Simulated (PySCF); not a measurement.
## Electronic structure of C$_{7}$H$_{9}$BSi (SMILES C#CC1=C[C@H]([SiH3])BC1=C) in real space

Input

```
{"job": {"kind": "nmr", "xc": "PBE0", "basis": "pcSseg-1"}, "charge": 0, "multiplicity": 1}
C     -2.939361     1.857218    -0.908223
C     -2.001280     1.256021    -0.458268
C     -0.917393     0.506886     0.038758
C      0.138177     0.998409     0.714656
C      1.162892    -0.036332     1.042042
Si     2.682627     0.286393    -0.096160
B      0.488848    -1.381086     0.617965
C     -0.816993    -0.954975    -0.120240
C     -1.720793    -1.690374    -0.778629
H     -3.750499     2.401884    -1.289812
H      0.265256     2.038487     0.973342
H      1.539995     0.053621     2.062601
H      2.293971     0.170145    -1.502715
H      3.155371     1.648806     0.167881
H      3.741248    -0.674122     0.219620
H      0.871031    -2.465034     0.815085
H     -2.589912    -1.250663    -1.246787
H     -1.611944    -2.758968    -0.869437
```

Launched as:

```sh
OMP_NUM_THREADS=1 python probes_run.py task.json out
```

Geometry: GFN2-xTB.

These are results of PBE0/pcSseg-1, SCF density, gas phase, non-relativistic in PySCF 2.14.0, not measurements.

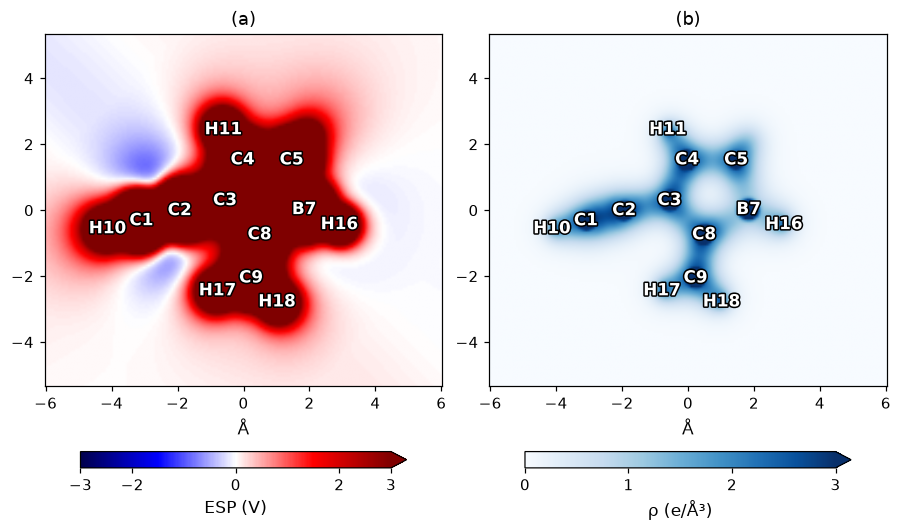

Figure 1. (a) molecular electrostatic potential; (b) electron density on the plane of atoms C8, C9 and H17.

> Interpret the plot.

Atoms in the plane: C, B and H. C–C (1.20 Å): the density is about 2.7 e/Å³ at the midpoint. C–B (1.56 Å): ρ is about 1.4 e/Å³ halfway. C–H (1.05 Å): ρ is about 2.1 e/Å³ halfway. C–C (1.34 Å): ρ at the midpoint is about 2.3 e/Å³. B–H (1.17 Å): the density is about 1.3 e/Å³ at the midpoint. Outside the dense part of the molecule the potential is most negative (−0.8 V) near C1.

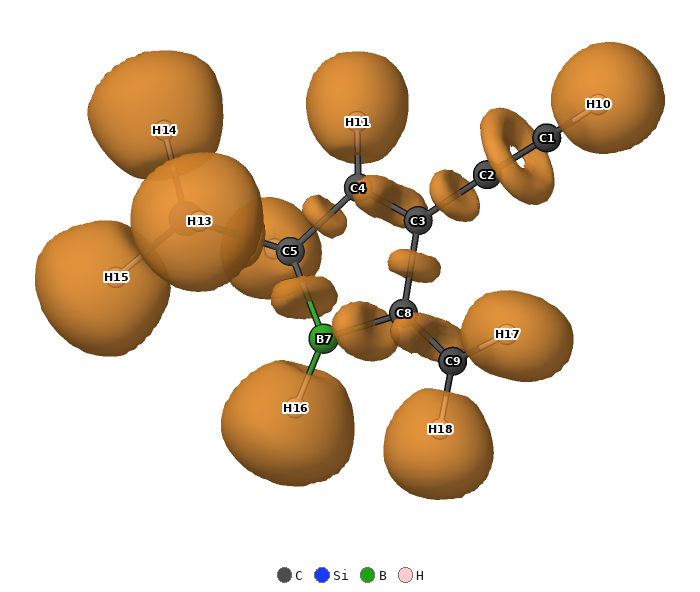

Figure 2. Isosurface of the ELF at 0.85 (orange), seen at a tilt. Core shells and regions of very low density are left out.

> Identify the bonds, lone pairs and shells in this picture.

The surface consists of two regions between bonded B–C atoms (shared pairs), six regions between bonded C–C atoms (shared pairs), one region between bonded C–Si atoms (shared pairs) and nine regions around hydrogen nuclei. Along the contacts the grid gives the following. C–C (1.20 Å): the ELF peaks at about 0.85 between the atoms (a multiple bond). C–B (1.56 Å): the ELF peaks at about 1 between the atoms: a shared electron pair.

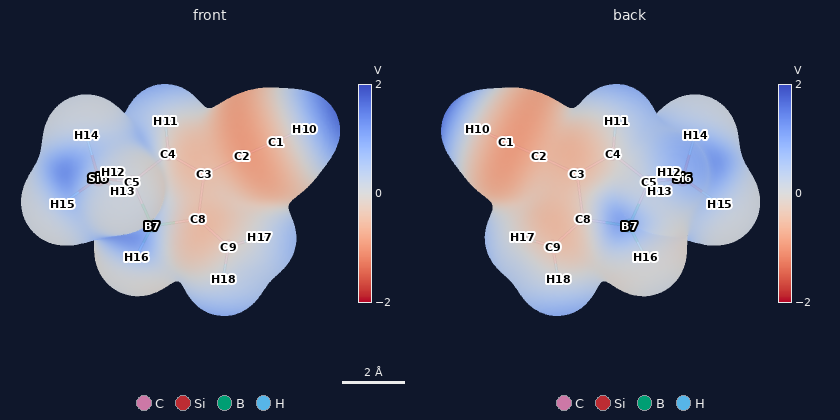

Figure 3. The electrostatic potential painted on the density surface at 0.002 e/bohr³, seen from the front and from behind; the colour scale runs from red (negative) to blue (positive).

> Where is the surface potential most negative and most positive?

The most negative region (about −0.9 V, or −21 kcal/mol for a unit charge) lies over C1 and C2, the most positive (about +1.5 V, or +35 kcal/mol for a unit charge) over H10.

> How polar is the molecule by this calculation?

Its dipole moment is 0.23 D.
